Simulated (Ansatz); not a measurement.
# HfN₃H₆Cl: molecular dynamics

HfN₃H₆Cl, SMILES [NH2][Hf]([NH2])([NH2])[Cl], computed with UKS r2SCAN/def2-SVP (Ansatz 0.2.0).

The geometry comes from this level: PBE0-D4/def2-TZVP. Figures and captions count atoms from 1; the log counts them from 0 in places.

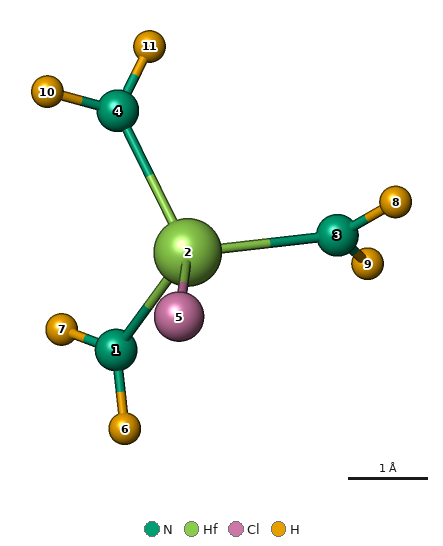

The starting structure (ball-and-stick view, seen at a tilt; atoms are numbered from 1 in the order of the input). Sticks mark near contacts.

**Summary**

- outcome: finished
- mean temperature over the second half: 466 K
- trajectory: 20 steps, 10 fs
- ensemble: nvt_langevin
- temperature in the input: 700 K
- time step: 0.5 fs
- potential energy (last step): −18392.4873 eV
- SCF solution under orbital rotations (last step): stable
- largest force (length of the vector) (last step): 3.036 eV/Å
- dipole moment (last step): 2.45 D
- hardware: 4 threads of Arm Neoverse V1, 23 GiB of memory available, shared host
- wall time: 2 min (CPU time 7.7 min)
- peak memory: 0.33 GiB

**Notes**

So short a trajectory is not equilibrated. The logged temperature at the start can lie below the typed one, since it is counted over all degrees of freedom. The temperature stays far from the 700 K of the thermostat over the second half: the run isn't equilibrated.

**The input**
```yaml
crystal:
  periodic: [false, false, false]
  atoms:
    - {symbol: N, position_ang: [-1.835732, 0.222117, -0.422701]}
    - {symbol: Hf, position_ang: [0.136256, 0.485499, -0.032866]}
    - {symbol: N, position_ang: [0.476545, -0.272782, 1.816156]}
    - {symbol: N, position_ang: [1.155486, -0.678116, -1.343170]}
    - {symbol: Cl, position_ang: [0.778477, 2.779952, -0.189115]}
    - {symbol: H, position_ang: [-2.580786, 0.795442, -0.049760]}
    - {symbol: H, position_ang: [-2.228818, -0.439495, -1.076246]}
    - {symbol: H, position_ang: [1.324096, -0.136367, 2.350891]}
    - {symbol: H, position_ang: [-0.190397, -0.775095, 2.383861]}
    - {symbol: H, position_ang: [1.315014, -0.451145, -2.315765]}
    - {symbol: H, position_ang: [1.649878, -1.530020, -1.121285]}
basis:
  gaussian: {orbitals: def2-SVP}
magnetization: {spin_polarized: true, initial_magnetization: 0}
hamiltonian: {xc: {name: r2SCAN}}
md: {timestep: 0.5 fs, n_steps: 20, ensemble: nvt_langevin, temperature: 700, initial_velocities: maxwell_boltzmann, friction: 0.01, seed: 615}
```

Launch command:
```bash
ansatz run in.yaml --threads 4 --pin off --events-out ev --progress --plain --max-ram 11315MiB
```

**What the program printed**
```
Functional definition: r2SCAN
  name "r2SCAN"
  cite "Furness, Kaplan, Ning, Perdew & Sun, J. Phys. Chem. Lett. 11, 8208 (2020) doi:10.1021/acs.jpclett.0c02405"
  cite "Furness, Kaplan, Ning, Perdew & Sun, J. Phys. Chem. Lett. 11, 9248 (2020) doi:10.1021/acs.jpclett.0c03077"
  parent r2scan
  parameter k0 = 0.174
  parameter k1 = 0.065
  parameter a1 = 4.9479
  exchange = r2scan_x(k0 = k0, k1 = k1, a1 = a1)
  correlation = r2scan_c
1373 factors; their error is unknown
mean field evaluation 1: about -18371.3706 eV, gradient 7.2e1 eV
mean field evaluation 2: about -18257.4404 eV, gradient 1.6e2 eV
mean field evaluation 4: about -18392.2982 eV, gradient 9.6e0 eV
mean field evaluation 8: about -18392.7379 eV, gradient 2.4e-1 eV
mean field evaluation 16: about -18392.7381 eV, gradient 6.3e-5 eV
mean field -18392.73806638 eV, -675.9206568940 hartree, gradient 6.3e-5 eV, S^2 0.000000; 0 other end points of the search recorded, 0 dependent functions left out
the calculation of the forces begins
reference -18392.73811340 eV, -675.9206586219 hartree; 28, 28 occupied and 94, 94 virtual orbitals, 1373 factors
md step     0: t =     0.00 fs  T =   636.4 K  F+E_penalty+E_count = -18392.73806638 eV  E_kin = 0.904820 eV  (31 SCF iters)
these checks for a lower state are left out or cut short: starts, cluster_reference, orbital_swaps, neighbouring_geometries, increment
1373 factors; their error is unknown
mean field -18392.68707300 eV, -675.9187829217 hartree, gradient 9.7e-6 eV, S^2 0.000000; 0 other end points of the search recorded, 0 dependent functions left out
[... from here on the field's lines of each further geometry are left out, up to the last ...]
md step     1: t =     0.50 fs  T =   591.9 K  F+E_penalty+E_count = -18392.68707300 eV  E_kin = 0.841662 eV  (33 SCF iters)
md step     2: t =     1.00 fs  T =   519.7 K  F+E_penalty+E_count = -18392.57504690 eV  E_kin = 0.738962 eV  (33 SCF iters)
md step     3: t =     1.50 fs  T =   411.5 K  F+E_penalty+E_count = -18392.44870671 eV  E_kin = 0.585126 eV  (33 SCF iters)
md step     4: t =     2.00 fs  T =   359.7 K  F+E_penalty+E_count = -18392.36770407 eV  E_kin = 0.511418 eV  (33 SCF iters)
md step     5: t =     2.50 fs  T =   377.7 K  F+E_penalty+E_count = -18392.36955462 eV  E_kin = 0.536988 eV  (34 SCF iters)
md step     6: t =     3.00 fs  T =   423.8 K  F+E_penalty+E_count = -18392.43308801 eV  E_kin = 0.602629 eV  (34 SCF iters)
md step     7: t =     3.50 fs  T =   448.0 K  F+E_penalty+E_count = -18392.50232008 eV  E_kin = 0.637018 eV  (34 SCF iters)
md step     8: t =     4.00 fs  T =   510.1 K  F+E_penalty+E_count = -18392.54092475 eV  E_kin = 0.725294 eV  (34 SCF iters)
md step     9: t =     4.50 fs  T =   525.5 K  F+E_penalty+E_count = -18392.53161834 eV  E_kin = 0.747227 eV  (33 SCF iters)
md step    10: t =     5.00 fs  T =   508.8 K  F+E_penalty+E_count = -18392.46802788 eV  E_kin = 0.723407 eV  (34 SCF iters)
md step    11: t =     5.50 fs  T =   459.1 K  F+E_penalty+E_count = -18392.36430937 eV  E_kin = 0.652825 eV  (33 SCF iters)
md step    12: t =     6.00 fs  T =   365.6 K  F+E_penalty+E_count = -18392.25452525 eV  E_kin = 0.519784 eV  (34 SCF iters)
md step    13: t =     6.50 fs  T =   314.2 K  F+E_penalty+E_count = -18392.17944711 eV  E_kin = 0.446690 eV  (35 SCF iters)
md step    14: t =     7.00 fs  T =   328.5 K  F+E_penalty+E_count = -18392.16072670 eV  E_kin = 0.467071 eV  (34 SCF iters)
md step    15: t =     7.50 fs  T =   364.8 K  F+E_penalty+E_count = -18392.21285221 eV  E_kin = 0.518634 eV  (35 SCF iters)
md step    16: t =     8.00 fs  T =   439.0 K  F+E_penalty+E_count = -18392.32222948 eV  E_kin = 0.624141 eV  (35 SCF iters)
md step    17: t =     8.50 fs  T =   539.7 K  F+E_penalty+E_count = -18392.44834674 eV  E_kin = 0.767427 eV  (35 SCF iters)
md step    18: t =     9.00 fs  T =   604.8 K  F+E_penalty+E_count = -18392.54240840 eV  E_kin = 0.859890 eV  (35 SCF iters)
md step    19: t =     9.50 fs  T =   618.1 K  F+E_penalty+E_count = -18392.55877122 eV  E_kin = 0.878855 eV  (36 SCF iters)
the calculation of the forces begins
reference -18392.48727864 eV, -675.9114406144 hartree; 28, 28 occupied and 94, 94 virtual orbitals, 1373 factors
1373 factors; their error is unknown
mean field evaluation 192: about -18392.4872 eV, gradient 2.0e-3 eV
mean field -18392.48723267 eV, -675.9114389249 hartree, gradient 1.1e-5 eV, S^2 0.000000; 1 other end points of the search recorded, 0 dependent functions left out
the calculation of the forces begins
reference -18392.48727864 eV, -675.9114406144 hartree; 28, 28 occupied and 94, 94 virtual orbitals, 1373 factors
md step    20: t =    10.00 fs  T =   588.4 K  F+E_penalty+E_count = -18392.48723267 eV  E_kin = 0.836671 eV  (35 SCF iters)
```

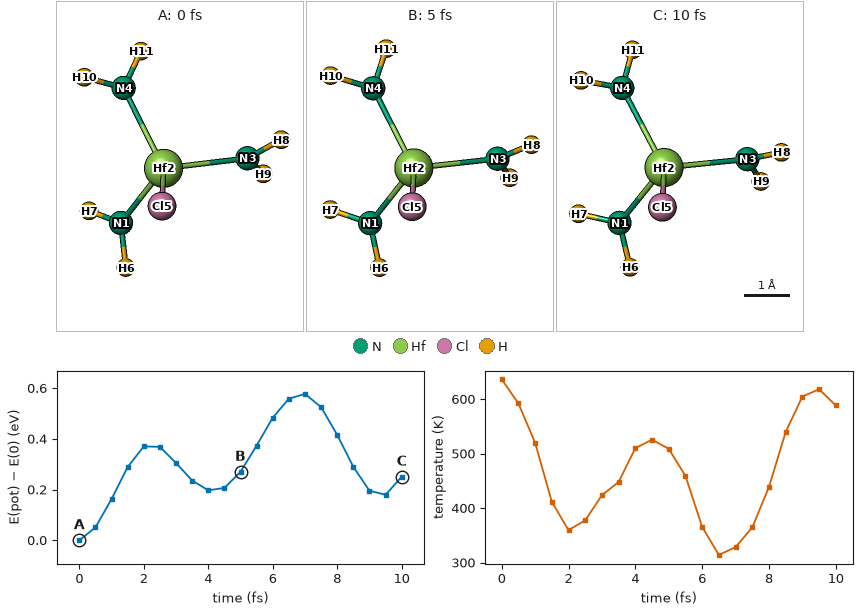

Frames of the molecular dynamics (ball-and-stick, seen at a tilt) above the curves, on which the letters mark them. The trajectory kept here has 21 frames over 10 fs. The temperature starts at 636 K, ranges from 314 to 636 K and averages 466 K over the second half. The potential energy ends 0.251 eV above its first value. After an unweighted best fit of the last frame on the first, the root-mean-square displacement is 0.18 Å, and H7 has moved furthest (0.36 Å).

```
Total energy: -18392.48727864 eV, -675.9114406144 hartree
Atom 0 at    -1.888752     0.164704    -0.396919 Å, force     1.686943     1.211172     2.215081 eV/Å
Atom 1 at     0.150519     0.481528    -0.030977 Å, force    -1.110517    -0.206504    -0.644694 eV/Å
Atom 2 at     0.505323    -0.257605     1.808670 Å, force    -1.537593    -0.539141     0.036566 eV/Å
Atom 3 at     1.087684    -0.704685    -1.391908 Å, force    -0.321608     0.343444     0.837984 eV/Å
Atom 4 at     0.737346     2.810959    -0.197187 Å, force     0.034795    -0.067212     0.002119 eV/Å
Atom 5 at    -2.621637     0.673505     0.126052 Å, force     0.270052    -0.391227    -0.571810 eV/Å
Atom 6 at    -2.187409    -0.142708    -1.280276 Å, force    -0.957789    -0.607645    -1.482977 eV/Å
Atom 7 at     1.224538     0.125265     2.387208 Å, force     0.682176     0.166733     0.812963 eV/Å
Atom 8 at    -0.264930    -0.661291     2.385834 Å, force     0.931809     0.289287    -0.376283 eV/Å
Atom 9 at     1.088887    -0.528284    -2.369249 Å, force    -0.134529     0.661799    -1.388278 eV/Å
Atom 10 at     1.553698    -1.586703    -1.334818 Å, force     0.456261    -0.860705     0.559330 eV/Å
Dipole moment:    -0.168813    -0.478287     0.044775 e Å
```

**Trajectory as extended XYZ (Å, eV, eV/Å), 9 of the 21 frames kept, from step=0 to step=20**
```
11
Properties=species:S:1:pos:R:3:forces:R:3 step=0 time_fs=0.0 energy=-18392.73807 temperature=636.4
N    -1.8357    0.2221   -0.4227    0.3770  -0.0205   0.0870
Hf    0.1363    0.4855   -0.0329    0.0177   0.0716  -0.0050
N     0.4765   -0.2728    1.8162   -0.0863   0.0753  -0.3674
N     1.1555   -0.6781   -1.3432   -0.2289   0.1591   0.2665
Cl    0.7785    2.7800   -0.1891    0.0610   0.2169  -0.0150
H    -2.5808    0.7954   -0.0498   -0.3275   0.2113   0.1270
H    -2.2288   -0.4395   -1.0762   -0.2244  -0.2475  -0.2549
H     1.3241   -0.1364    2.3509    0.3240   0.0372   0.2475
H    -0.1904   -0.7751    2.3839   -0.2271  -0.2090   0.2838
H     1.3150   -0.4511   -2.3158    0.0896   0.0589  -0.3951
H     1.6499   -1.5300   -1.1213    0.2249  -0.3532   0.0256
11
Properties=species:S:1:pos:R:3:forces:R:3 step=2 time_fs=1.0 energy=-18392.57505 temperature=519.7
N    -1.8415    0.2149   -0.4246    0.3954   1.3571   1.3872
Hf    0.1382    0.4851   -0.0325   -0.1794   0.0455  -0.0393
N     0.4828   -0.2691    1.8165   -2.1953  -0.8735  -0.1804
N     1.1497   -0.6783   -1.3484   -0.6317  -0.2116   2.4505
Cl    0.7730    2.7833   -0.1884    0.0620   0.1925  -0.0115
H    -2.5949    0.7960   -0.0163    0.3947  -0.4395  -0.3480
H    -2.2074   -0.4018   -1.1010   -0.7882  -0.9557  -1.0549
H     1.3096   -0.1009    2.3347    1.1063   0.1098   0.9605
H    -0.2331   -0.7865    2.3895    1.1196   0.6788  -0.5922
H     1.2958   -0.4798   -2.2811    0.3749   0.7486  -2.8724
H     1.6427   -1.5298   -1.1554    0.3417  -0.6519   0.3004
11
Properties=species:S:1:pos:R:3:forces:R:3 step=5 time_fs=2.5 energy=-18392.36956 temperature=377.7
N    -1.8499    0.2046   -0.4235    0.4376   1.8803   2.0798
Hf    0.1410    0.4849   -0.0316   -0.4188  -0.0024  -0.0870
N     0.4899   -0.2661    1.8174   -3.1435  -1.3542  -0.0090
N     1.1408   -0.6777   -1.3550   -0.4881  -0.7294   3.3672
Cl    0.7647    2.7881   -0.1872    0.0632   0.1669  -0.0061
H    -2.6062    0.7843    0.0236    0.7925  -0.8692  -0.7608
H    -2.1834   -0.3647   -1.1487   -1.0032  -1.0120  -1.2969
H     1.3077   -0.0505    2.3266    1.1384   0.0905   1.2210
H    -0.2721   -0.7898    2.3880    2.0476   1.1978  -1.0056
H     1.2768   -0.5107   -2.2785    0.3959   1.0842  -3.9867
H     1.6345   -1.5432   -1.1977    0.1784  -0.4526   0.4841
11
Properties=species:S:1:pos:R:3:forces:R:3 step=8 time_fs=4.0 energy=-18392.54093 temperature=510.1
N    -1.8592    0.1977   -0.4171    0.4135   0.5308   0.5124
Hf    0.1436    0.4849   -0.0310   -0.6262  -0.0351  -0.1467
N     0.4925   -0.2666    1.8176   -1.5962  -0.7049   0.3660
N     1.1303   -0.6786   -1.3580    0.5426  -0.9839  -0.1468
Cl    0.7576    2.7922   -0.1870    0.0671   0.1546  -0.0011
H    -2.5990    0.7609    0.0547    0.4145  -0.7031  -0.7484
H    -2.1784   -0.3461   -1.2215   -0.4089   0.2224   0.3082
H     1.3297    0.0016    2.3356   -0.2789  -0.3344   0.4844
H    -0.2798   -0.7718    2.3652    1.9051   0.9820  -0.6237
H     1.2623   -0.5214   -2.3504   -0.1521   0.4928  -0.4082
H     1.6299   -1.5715   -1.2284   -0.2804   0.3789   0.4039
11
Properties=species:S:1:pos:R:3:forces:R:3 step=10 time_fs=5.0 energy=-18392.46803 temperature=508.8
N    -1.8657    0.1940   -0.4117    0.6385  -0.4764  -0.8509
Hf    0.1452    0.4849   -0.0308   -0.7407  -0.0599  -0.2189
N     0.4921   -0.2678    1.8174    0.2541   0.2826   0.2051
N     1.1227   -0.6811   -1.3598    1.0596  -1.2000  -2.1053
Cl    0.7538    2.7952   -0.1879    0.0662   0.1388   0.0032
H    -2.5877    0.7429    0.0710   -0.0942  -0.3820  -0.5410
H    -2.1865   -0.3362   -1.2707   -0.0012   0.9494   1.5078
H     1.3422    0.0365    2.3509   -1.2278  -0.6753  -0.1008
H    -0.2628   -0.7458    2.3409    0.9840   0.3355   0.1403
H     1.2463   -0.5274   -2.4077   -0.3924   0.2068   1.6012
H     1.6294   -1.5899   -1.2495   -0.5460   0.8803   0.3593
11
Properties=species:S:1:pos:R:3:forces:R:3 step=12 time_fs=6.0 energy=-18392.25453 temperature=365.6
N    -1.8714    0.1892   -0.4061    1.1661  -1.2673  -1.9745
Hf    0.1469    0.4847   -0.0307   -0.8346  -0.0888  -0.3173
N     0.4914   -0.2692    1.8162    2.3194   1.4676  -0.3619
N     1.1148   -0.6849   -1.3628    1.2950  -1.3837  -3.0362
Cl    0.7504    2.7981   -0.1892    0.0629   0.1164   0.0069
H    -2.5740    0.7218    0.0820   -0.7674   0.0891  -0.1594
H    -2.1962   -0.3208   -1.3096    0.2556   1.3108   2.2907
H     1.3464    0.0666    2.3687   -1.8429  -0.9376  -0.5584
H    -0.2387   -0.7148    2.3191   -0.4823  -0.5940   1.2012
H     1.2253   -0.5354   -2.4463   -0.4654   0.1060   2.5470
H     1.6273   -1.6036   -1.2694   -0.7063   1.1815   0.3618
11
Properties=species:S:1:pos:R:3:forces:R:3 step=15 time_fs=7.5 energy=-18392.21285 temperature=364.8
N    -1.8786    0.1808   -0.4005    1.6637  -1.2784  -2.1664
Hf    0.1488    0.4840   -0.0305   -0.9419  -0.1355  -0.4709
N     0.4927   -0.2684    1.8139    3.6451   2.2578  -1.0543
N     1.1042   -0.6917   -1.3719    0.9762  -1.0518  -2.8553
Cl    0.7458    2.8032   -0.1920    0.0527   0.0569   0.0098
H    -2.5735    0.6946    0.0996   -1.0798   0.3394   0.0654
H    -2.1971   -0.2724   -1.3319    0.2178   1.1148   2.2867
H     1.3230    0.0981    2.3863   -1.7700  -0.9668  -0.6966
H    -0.2187   -0.6783    2.3140   -1.8768  -1.3653   2.0992
H     1.1810   -0.5436   -2.4502   -0.3732   0.1644   2.3281
H     1.6085   -1.6049   -1.2978   -0.5138   0.8645   0.4543
11
Properties=species:S:1:pos:R:3:forces:R:3 step=18 time_fs=9.0 energy=-18392.54241 temperature=604.8
N    -1.8858    0.1714   -0.3980    1.5506   0.1133  -0.0751
Hf    0.1500    0.4828   -0.0305   -1.0556  -0.1869  -0.5892
N     0.4991   -0.2632    1.8113    0.9575   0.8164  -0.4639
N     1.0939   -0.6994   -1.3839    0.1863  -0.1779  -1.1315
Cl    0.7409    2.8079   -0.1950    0.0424  -0.0154   0.0070
H    -2.6023    0.6816    0.1167   -0.2812  -0.1169  -0.3487
H    -2.1889   -0.1978   -1.3089   -0.3265   0.2036   0.6018
H     1.2648    0.1150    2.3889   -0.4735  -0.4182   0.0320
H    -0.2425   -0.6628    2.3468   -0.4471  -0.4755   0.8515
H     1.1269   -0.5392   -2.4078   -0.2044   0.3886   0.5606
H     1.5776   -1.5925   -1.3231    0.0515  -0.1311   0.5557
11
Properties=species:S:1:pos:R:3:forces:R:3 step=20 time_fs=10.0 energy=-18392.48723 temperature=588.4
N    -1.8888    0.1647   -0.3969    1.6869   1.2112   2.2151
Hf    0.1505    0.4815   -0.0310   -1.1105  -0.2065  -0.6447
N     0.5053   -0.2576    1.8087   -1.5376  -0.5391   0.0366
N     1.0877   -0.7047   -1.3919   -0.3216   0.3434   0.8380
Cl    0.7373    2.8110   -0.1972    0.0348  -0.0672   0.0021
H    -2.6216    0.6735    0.1261    0.2701  -0.3912  -0.5718
H    -2.1874   -0.1427   -1.2803   -0.9578  -0.6076  -1.4830
H     1.2245    0.1253    2.3872    0.6822   0.1667   0.8130
H    -0.2649   -0.6613    2.3858    0.9318   0.2893  -0.3763
H     1.0889   -0.5283   -2.3692   -0.1345   0.6618  -1.3883
H     1.5537   -1.5867   -1.3348    0.4563  -0.8607   0.5593
```
